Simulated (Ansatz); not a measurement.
# GaH₂S radical: single points off equilibrium

A test off equilibrium: a structure displaced at random from a GFN2-xTB minimum is computed at several levels, and each is set against CCSD(T).

Computed with Ansatz 0.2.0, Gaussian basis. Level: single points in def2-TZVPP.

Cores are frozen in the correlated methods. Filled d shells of the heavier atoms are correlated. Orbitals are unrestricted.

## Step 1: Starting geometry

SMILES `[SH][GaH]`, 4 atoms, charge 0, spin multiplicity 2.

Atoms are counted from 1 here; the program's logs count them from 0.

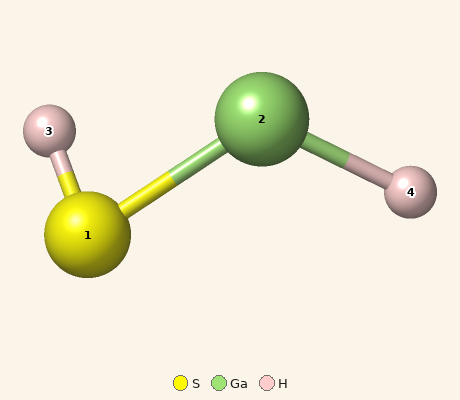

The starting geometry (sulfur yellow, gallium green, hydrogen pink); atoms are numbered from 1 in the order of the file.

As a file:

```xyz
4

S     0.1644   -1.4446   -0.1478
Ga    0.4272    0.9329   -0.1765
H     0.6083   -1.2355    1.0601
H    -0.9566    1.9562   -1.0995
```

## Step 2: CCSD(T)/def2-TZVPP

The input, run/in.yaml:

```yaml
crystal:
  periodic: [false, false, false]
  atoms:
    - {symbol: S, position_ang: [0.164400, -1.444600, -0.147800]}
    - {symbol: Ga, position_ang: [0.427200, 0.932900, -0.176500]}
    - {symbol: H, position_ang: [0.608300, -1.235500, 1.060100]}
    - {symbol: H, position_ang: [-0.956600, 1.956200, -1.099500]}
basis:
  gaussian: {orbitals: def2-TZVPP}
magnetization: {spin_polarized: true, initial_magnetization: 1}
correlation: {method: ccsd_t}
scf: {omitted_lower_state_checks: [cluster_reference]}
output: {forces: true}
```

No record of the launch command was kept for these runs.

## Step 3: PBE0-D4/def2-TZVPP

Edit run/in.yaml of step 2 so:

```diff
@@ -10,4 +10,3 @@
 magnetization: {spin_polarized: true, initial_magnetization: 1}
-correlation: {method: ccsd_t}
-scf: {omitted_lower_state_checks: [cluster_reference]}
-output: {forces: true}
+hamiltonian: {xc: pbe0, dispersion: d4}
+output: {forces: true, orbitals: {seedname: orbitals}}
```

## Step 4: wB97M-V/def2-TZVPP

Edit run/in.yaml of step 3 so:

```diff
@@ -10,3 +10,3 @@
 magnetization: {spin_polarized: true, initial_magnetization: 1}
-hamiltonian: {xc: pbe0, dispersion: d4}
-output: {forces: true, orbitals: {seedname: orbitals}}
+hamiltonian: {xc: {name: wB97M-V}}
+output: {forces: true}
```

## Step 5: r2SCAN-D4/def2-TZVPP

Edit run/in.yaml of step 4 so:

```diff
@@ -10,3 +10,3 @@
 magnetization: {spin_polarized: true, initial_magnetization: 1}
-hamiltonian: {xc: {name: wB97M-V}}
+hamiltonian: {xc: r2scan, dispersion: d4}
 output: {forces: true}
```

## Step 6: PBE-D4/def2-TZVPP

Edit run/in.yaml of step 5 so:

```diff
@@ -10,3 +10,3 @@
 magnetization: {spin_polarized: true, initial_magnetization: 1}
-hamiltonian: {xc: r2scan, dispersion: d4}
+hamiltonian: {xc: pbe, dispersion: d4}
 output: {forces: true}
```

## Step 7: B97M-V/def2-TZVPP

Edit run/in.yaml of step 6 so:

```diff
@@ -10,3 +10,3 @@
 magnetization: {spin_polarized: true, initial_magnetization: 1}
-hamiltonian: {xc: pbe, dispersion: d4}
+hamiltonian: {xc: {name: B97M-V}}
 output: {forces: true}
```

## Step 8: r2SCAN0-D4/def2-TZVPP

Edit run/in.yaml of step 7 so:

```diff
@@ -10,3 +10,3 @@
 magnetization: {spin_polarized: true, initial_magnetization: 1}
-hamiltonian: {xc: {name: B97M-V}}
+hamiltonian: {xc: {name: r2SCAN0}, dispersion: d4}
 output: {forces: true}
```

(Steps that only read results are left out.)

What does the calculation give? Wanted: energy less free atoms, CCSD(T)/def2-TZVPP; RMS force component; RMS force error; HOMO and LUMO, PBE0-D4; T1 diagnostic.

The runs gave:

| quantity | value |
| --- | --- |
| energy less free atoms, CCSD(T)/def2-TZVPP | -786.7 kJ/mol |
| RMS force component | 0.876 to 0.978 eV/Å over the methods |
| RMS force error | PBE0-D4 0.080, wB97M-V 0.017, r2SCAN-D4 0.079, PBE-D4 0.247, B97M-V 0.100, r2SCAN0-D4 0.069 eV/Å |
| HOMO and LUMO, PBE0-D4 | -6.41 and -3.49 eV |
| T1 diagnostic | 0.019 |

What this shows: Against CCSD(T) the functionals' energies less atoms differ by -51.3 to -21.3 kJ/mol, PBE-D4 by -42.6 kJ/mol. The reference is not at the basis limit: in triple zeta CCSD(T) underbinds, which counts against methods that bind more; the gaps are no ranking. The forces of wB97M-V come nearest to CCSD(T), those of PBE-D4 are farthest. Frozen-core CCSD(T) forces in triple zeta carry basis errors of their own, and this is one geometry, so small gaps rank nothing.
